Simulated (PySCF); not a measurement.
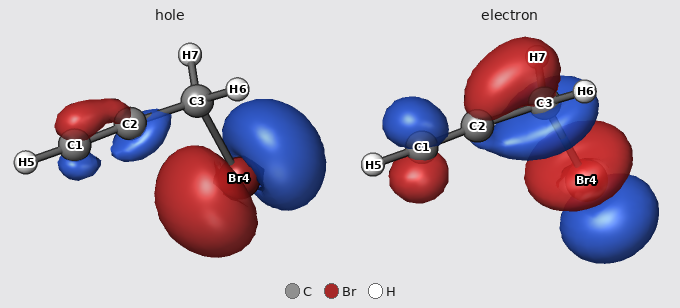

Figure 1: C₃H₃Br, SMILES `C#CCBr`. Leading natural transition orbital pair of S₂ (TDA singlet states); the surfaces enclose about 70 % of each orbital's density.

PySCF calculation, PBE0/6-311G**, gas phase; geometry: GFN2-xTB. No frequency check shows the geometry to be a minimum. GFN2-xTB bond lengths at metals and heavier atoms can be off by up to 0.1 Å and shapes distorted, which carries into these values. Without diffuse functions Rydberg states are missing, so the states' numbers hold for this basis only.

Give its energy, strength and character.

Answer. 5.52 eV (224 nm), f = 0.018, n → σ*; the leading pair carries 98 %; hole on Br4 (84 %) and C1 and C2 (6 % each), electron on Br4 (45 %), C3 (26 %) and C1 (12 %); their centroids lie 0.8 Å apart. In canonical orbitals it is mainly HOMO → LUMO (82 %). The HOMO–LUMO gap is 6.90 eV.
